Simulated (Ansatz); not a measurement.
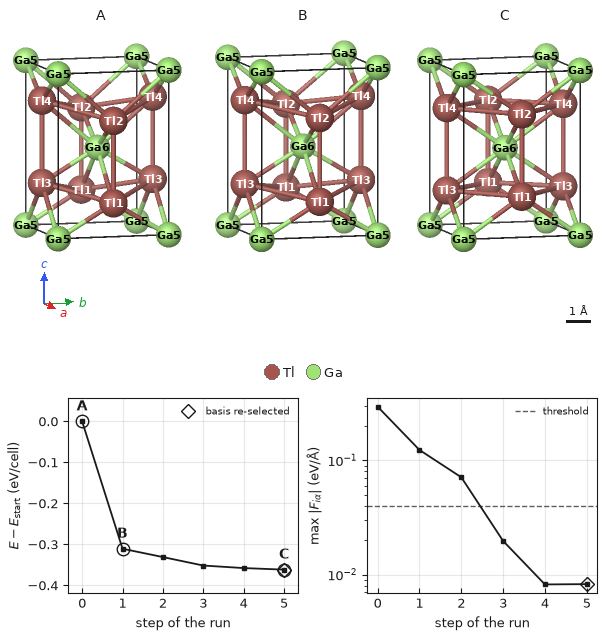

Frames of a relaxation of crystalline Tl$_{2}$Ga (built on the tetragonal zirconia_137 type) (coarse preliminary run), marked on the history of the run. Style: ball-and-stick. Shown: the cell of the calculation, slightly off an axis.

Case: tetragonal zirconia type (P4_2/nmc, No. 137).

Computed with DFT PBE, scalar-relativistic, plane waves, PAW (Ansatz). (plane-wave cutoff 420 eV; k-point mesh 4 × 4 × 4; occupations gaussian; smearing width 0.1 eV; no spin polarisation; cell and atoms relaxed; force threshold 0.04 eV/Å; at most 70 steps)

Q: What happens along the run?

A: The largest moves relative to the cell, 0.30 Å, are those of Tl1, Tl2, Tl3 and Tl4. Tl4 goes along −c. Ga stays in place. The volume changes by +10.6 %, with a = b 4.826 → 5.073 Å (+5.1 %), c 6.948 → 6.951 Å (0.0 %). Near-neighbour distances that change, for instance: Tl1–Ga5 2.795 → 3.061 Å, Tl1–Tl3 3.475 → 3.588 Å, Tl1–Ga6 3.175 → 3.088 Å. The space group stays P4_2/nmc (No. 137). The energy falls by 0.361 eV per cell of the calculation in 4 accepted moves (5 points after the start). The largest force component goes from 0.3 to 0.0082 eV/Å. Pressure: 4.47 GPa at the start and 0.03 GPa at the end. The SCF was repeated once at an unchanged geometry on a basis and grid sized afresh for the cell, which shifted the energy by 3.8 meV per cell of the calculation at most. The run took 65 s on 1 thread of Arm Neoverse V1, with other jobs on the host, peak memory 0.46 GiB. From step 0 to 1: Tl atoms move most (0.06 Å), volume +12.1 %, energy −0.310 eV per cell of the calculation. From step 1 to 5: Tl atoms move most (0.24 Å), volume −1.4 %, energy −51.0 meV per cell of the calculation.

```json
{"step": "0", "E − E(0), meV/atom": "0.00", "largest force component, eV/Å": "0.2956", "pressure, GPa": "4.47", "volume, Å³/atom": "26.972", "note": ""}
{"step": "1", "E − E(0), meV/atom": "-51.75", "largest force component, eV/Å": "0.1234", "pressure, GPa": "0.01", "volume, Å³/atom": "30.242", "note": ""}
{"step": "2", "E − E(0), meV/atom": "-55.13", "largest force component, eV/Å": "0.0711", "pressure, GPa": "-0.07", "volume, Å³/atom": "30.242", "note": ""}
{"step": "3", "E − E(0), meV/atom": "-58.58", "largest force component, eV/Å": "0.0197", "pressure, GPa": "-0.04", "volume, Å³/atom": "29.993", "note": ""}
{"step": "4", "E − E(0), meV/atom": "-59.61", "largest force component, eV/Å": "0.0082", "pressure, GPa": "0.04", "volume, Å³/atom": "29.819", "note": ""}
{"step": "5", "E − E(0), meV/atom": "-60.24", "largest force component, eV/Å": "0.0082", "pressure, GPa": "0.03", "volume, Å³/atom": "29.819", "note": "same geometry, new basis"}
```
